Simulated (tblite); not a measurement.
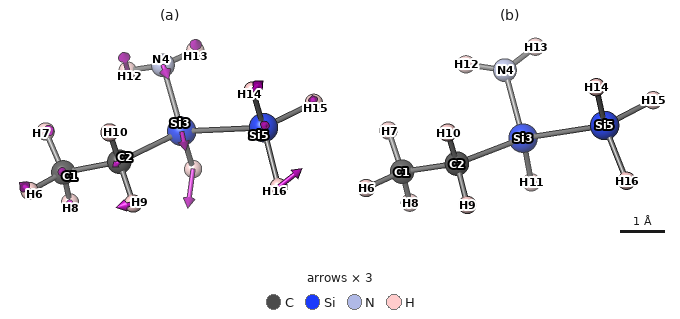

The structure of C2H11NSi2 before (left) and after (right) a relaxation, at one scale. The purple arrows give the displacements, 3 times their true length.

A ball-and-stick model, seen from a free direction.

The calculation used GFN2-xTB geometry optimisation, gas phase in tblite 0.8.0. 

Q: What changed between the two?

A: The largest move after the best rigid fit is that of H11, 0.32 Å. Largest moves by element: H 0.32 Å, Si 0.16 Å, N 0.14 Å, C 0.07 Å. Near-neighbour distances that change, for instance: C2–Si3 1.863 → 1.907 Å, Si5–H15 1.498 → 1.467 Å, Si3–Si5 2.325 → 2.304 Å, C2–H10 1.107 → 1.091 Å. Bond angles that change, for instance: Si3–N4–H12 109.5° → 119.6°, N4–Si3–H11 103.5° → 112.7°, Si3–N4–H13 110.5° → 119.1°. After 56 geometry steps the energy has fallen by 4.91 kcal/mol.
